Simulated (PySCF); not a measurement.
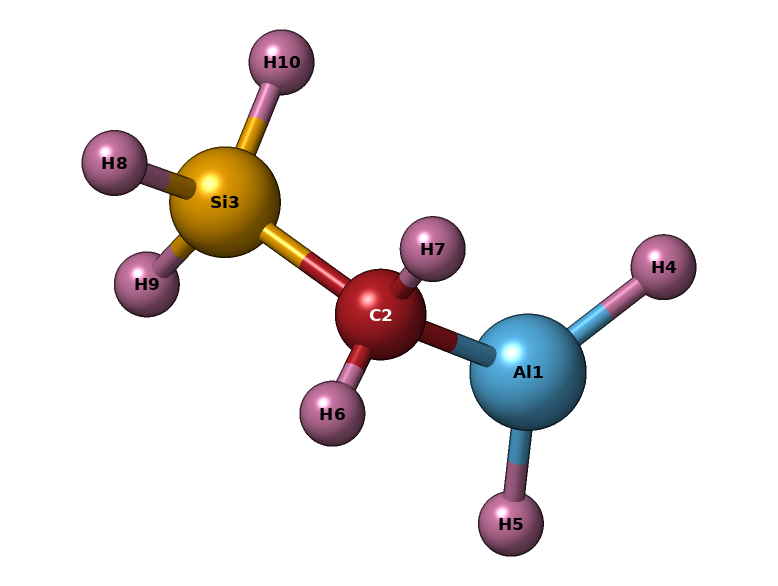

Every bond is drawn as one stick. Computed geometry: PBE0-D3(BJ)/def2-SVP optimisation. No frequency run is at hand to confirm it as a minimum. Computed with PBE0/STO-3G (PySCF 2.14.0).

List the Mayer bond orders of Al1–C2, Al1–H4, Al1–H5, C2–Si3, C2–H6, C2–H7, Si3–H8, Si3–H9, Si3–H10. Atoms whose distances differ by more than 0.02 Å in this geometry are listed apart.

```json
{"bond": "Al1–C2", "Mayer order": "0.85", "length (Å)": "1.954"}
{"bond": "Al1–H4", "Mayer order": "0.88", "length (Å)": "1.591"}
{"bond": "Al1–H5", "Mayer order": "0.88", "length (Å)": "1.591"}
{"bond": "C2–Si3", "Mayer order": "0.94", "length (Å)": "1.878"}
{"bond": "C2–H6", "Mayer order": "0.97", "length (Å)": "1.105"}
{"bond": "C2–H7", "Mayer order": "0.97", "length (Å)": "1.105"}
{"bond": "Si3–H8", "Mayer order": "0.92", "length (Å)": "1.497"}
{"bond": "Si3–H9", "Mayer order": "0.92", "length (Å)": "1.498"}
{"bond": "Si3–H10", "Mayer order": "0.92", "length (Å)": "1.498"}
```
